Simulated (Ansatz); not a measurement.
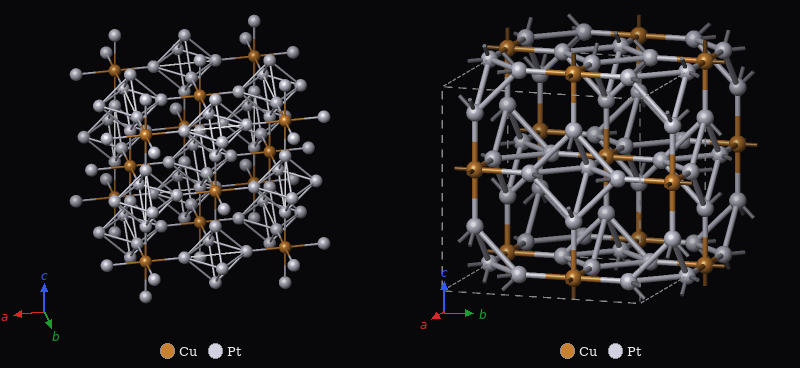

Left: the structure. Right: its underlying net. Nodes are coloured by element. Short stubs are edges that leave the cut-out.

CuPt₆ (space group Fm-3m, No. 225): the geometry relaxed with Ansatz 0.2.0, DFT PBE, scalar-relativistic, plane waves, PAW; the starting structure was generated, so it need not be a known form of this composition.

Bonds are taken as Cu–Pt below 2.6 Å and Pt–Pt below 3 Å; no other contact counts. The graph is simplified in the usual way: terminal and isolated atoms are pruned, two-connected atoms become edges.

The result is a binodal (5,6)-connected, three-periodic net: Pt is a 5-connected node; Cu is a 6-connected node, in the ratio 6:1. It is a single net, without interpenetration.

| node | links | point symbol | coordination sequence |
| --- | --- | --- | --- |
| Pt | 5 | 3⁴·4²·6⁴ | 5 10 37 62 61 |
| Cu | 6 | 6¹²·10³ | 6 24 18 54 126 |
